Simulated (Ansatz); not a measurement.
# BNH2O (SMILES BN=O): methods side by side

BNH2O: 5 atoms, total charge 0, spin state singlet. SMILES: `BN=O`. The coordinates come from a GFN2-xTB relaxation.

```xyz
5

B    -0.3033    0.3847   -0.2065
N     0.4352   -0.5521    0.2969
O     1.1137   -1.4154    0.7602
H    -1.1589    0.0919   -0.9415
H    -0.0867    1.4908    0.0908
```

Each level gives the energy change with the B1–N2 bond stretched from 1.295 to 3.237 Å (eV). The values are calculated.

| level | kind | program | value (eV) | less FCI/STO-3G | CPU time (all runs) |
| --- | --- | --- | --- | --- | --- |
| SVWN5/STO-3G (restricted) | LDA | Ansatz | 6.54 | +3.39 | 8.1 s |
| revPBE/STO-3G (restricted) | GGA | Ansatz | 5.43 | +2.28 | 15 s |
| r2SCAN/STO-3G (restricted) | meta-GGA | Ansatz | 5.91 | +2.76 | 41 s |
| PBE0/STO-3G (restricted) | global hybrid | Ansatz | 6.54 | +3.39 | 12 s |
| wB97X/STO-3G (restricted) | range-separated hybrid | Ansatz | 7.10 | +3.95 | 42 s |
| B2PLYP/STO-3G (restricted) | double hybrid | Ansatz | 4.93 | +1.78 | 16 s |
| MP2/STO-3G (restricted) | perturbation theory | Ansatz | 4.21 | +1.06 | 0.41 s |
| CCSD(T)/STO-3G (restricted) | coupled cluster or CI | Ansatz | 2.44 | -0.71 | 0.5 s |
| FCI/STO-3G | exact in the basis | Ansatz | 3.15 | 0.00 | 3.5 min |

FCI/STO-3G is exact within its basis and frozen core, so for wave-function methods in that basis the difference is their error; functionals converge differently with the basis, so for them it is only a difference. The first shape isn't each level's own minimum. The values span 2.44 to 7.10 eV. All rows use very small basis sets, so none should be taken for the real molecule's value. Times are those of the runs behind each value, whatever else they computed, on shared processors of several kinds: orders of magnitude only.

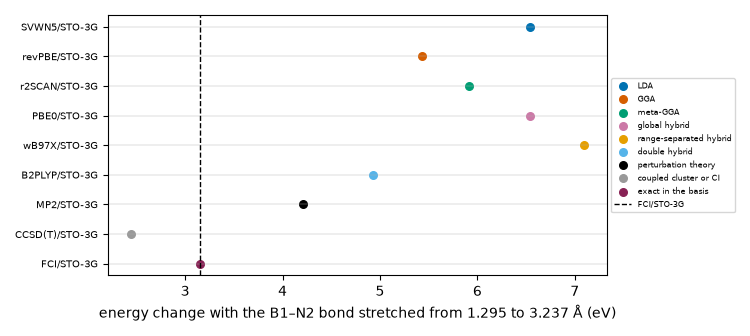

The values of the table, level by level.
